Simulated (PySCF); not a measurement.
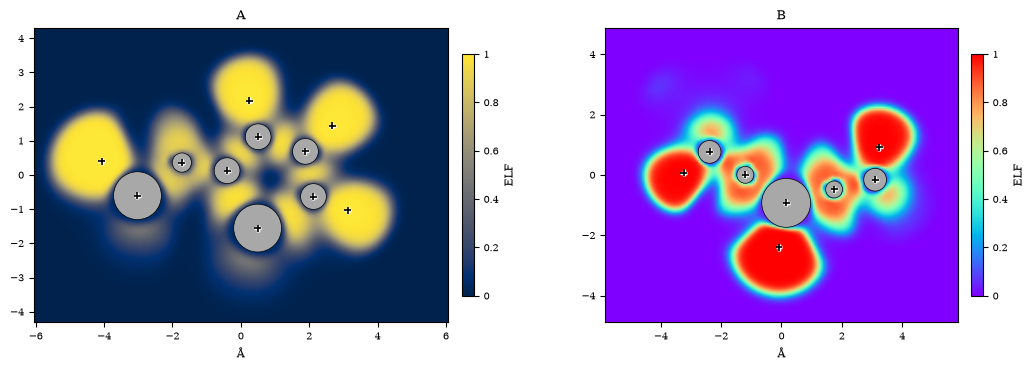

The electron localisation function of 2 systems, each on a plane through atoms (crosses mark nuclei in the plane; grey discs cover the cores).

All numbers below come from CAM-B3LYP/def2-SVPD, SCF density, gas phase in PySCF 2.14.0.

System 1: C2H9AlO2Si, the plane of atoms O4, Al3 and H10. Geometry: GFN2-xTB.

```yaml
atoms:
  - { symbol: C, position_ang: [-3.3764, 0.4763, 0.4338] }
  - { symbol: O, position_ang: [-2.2050, 0.2294, -0.2865] }
  - { symbol: Al, position_ang: [-0.8550, -0.0482, -1.1910] }
  - { symbol: O, position_ang: [0.6343, -0.5675, -0.7316] }
  - { symbol: C, position_ang: [1.9363, -0.9667, -0.3729] }
  - { symbol: Si, position_ang: [2.7363, 0.2963, 0.8127] }
  - { symbol: H, position_ang: [-3.1980, 0.3537, 1.5048] }
  - { symbol: H, position_ang: [-4.1579, -0.2219, 0.1236] }
  - { symbol: H, position_ang: [-3.7201, 1.4967, 0.2467] }
  - { symbol: H, position_ang: [-1.0214, 0.1963, -2.6582] }
  - { symbol: H, position_ang: [1.8839, -1.9586, 0.0898] }
  - { symbol: H, position_ang: [2.5294, -1.0731, -1.2878] }
  - { symbol: H, position_ang: [2.8078, 1.5943, 0.1393] }
  - { symbol: H, position_ang: [4.0800, -0.1927, 1.1315] }
  - { symbol: H, position_ang: [1.9215, 0.3938, 2.0239] }
```

System 2: C4H8OSi2, the plane of atoms O2, Si1 and H9. Geometry: GFN2-xTB.

```yaml
atoms:
  - { symbol: Si, position_ang: [2.6101, 0.9430, -0.1070] }
  - { symbol: O, position_ang: [1.5519, -0.0754, 0.5764] }
  - { symbol: C, position_ang: [0.2331, -0.2769, 0.4138] }
  - { symbol: C, position_ang: [-0.4453, -1.2045, 1.1141] }
  - { symbol: C, position_ang: [-1.8607, -1.2911, 0.8172] }
  - { symbol: C, position_ang: [-2.3462, -0.4521, -0.1108] }
  - { symbol: Si, position_ang: [-0.9564, 0.6268, -0.7644] }
  - { symbol: H, position_ang: [2.2274, 2.3356, 0.1405] }
  - { symbol: H, position_ang: [3.8139, 0.5363, 0.6005] }
  - { symbol: H, position_ang: [2.6807, 0.7284, -1.5546] }
  - { symbol: H, position_ang: [0.0068, -1.8512, 1.8509] }
  - { symbol: H, position_ang: [-2.4641, -2.0164, 1.3455] }
  - { symbol: H, position_ang: [-3.3853, -0.4481, -0.3939] }
  - { symbol: H, position_ang: [-1.0674, 2.0491, -0.4377] }
  - { symbol: H, position_ang: [-0.6030, 0.4045, -2.1671] }
```

Q: Match each panel to its system.

A: Panel A is system 2, C4H8OSi2: the plane holds Si, O, C and H. C–C (1.34 Å): the ELF peaks at about 0.90 between the atoms; a short, multiple covalent bond. Panel B is system 1, C2H9AlO2Si: the plane holds C, O, Al and H. C–O (1.40 Å): the ELF peaks at about 0.90 between the atoms: a polar covalent bond.
